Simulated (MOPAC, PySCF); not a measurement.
Dissociation curve of S₂, triplet.

UKS-B3LYP/6-31G* = unrestricted B3LYP/6-31G*, spherical d run with PySCF; NEVPT2 = SC-NEVPT2 on CASSCF(12,8)/cc-pVTZ, all electrons correlated (PySCF 2.14.0); UKS-TPSSh = unrestricted TPSSh/cc-pVTZ run with PySCF 2.14.0; UKS-M06-2X/6-31G* = unrestricted M06-2X/6-31G*, spherical d (PySCF 2.14.0); PM7, unrestricted, heats of formation (MOPAC).

Energies are in kcal/mol, each relative to the lowest point of its own curve near equilibrium.

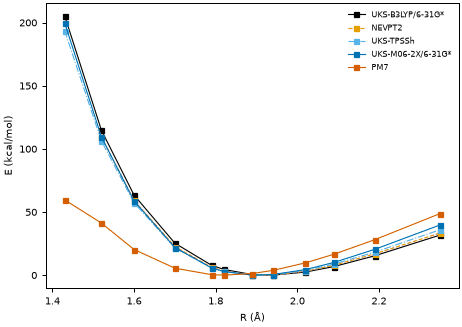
*Energy against bond length for each method.*

```
R / Å  UKS-B3LYP/6-31G*  NEVPT2  UKS-TPSSh  UKS-M06-2X/6-31G*   PM7
-----  ----------------  ------  ---------  -----------------  ----
1.43              205.3       —      193.5              199.7  59.6
1.52              114.7   109.3      106.3              109.5  41.2
1.60               63.3    59.2       57.3               58.8  20.3
1.70               25.3    22.6       21.6               21.9   5.5
1.79                7.8     6.2        5.8                5.7   0.4
1.82                4.5     3.3        3.0                2.9   0.0
1.89                0.4     0.0        0.0                0.0   1.3
1.94                0.0     0.1        0.2                0.5   3.7
2.02                2.4     3.1        3.6                4.4   9.7
2.09                6.8     7.9        8.8               10.1  16.6
2.19               15.3    16.9       18.2               20.5  28.1
2.35               31.7    33.4       36.0               39.8  48.8
```

At the longest distance, 2.35 Å, PM7 lies highest above its minimum (48.8 kcal/mol) and UKS-B3LYP/6-31G* lowest (31.7 kcal/mol).

Dashes: no converged value, or the column stops at the first point that the program doubted or that broke a chosen test of continuity, which isn't proof of a fault.

The scan ran from 1.43 to 7.58 Å; beyond the distances shown one of the unrestricted levels run for this scan, shown here or not, changes its spin distribution in one step.
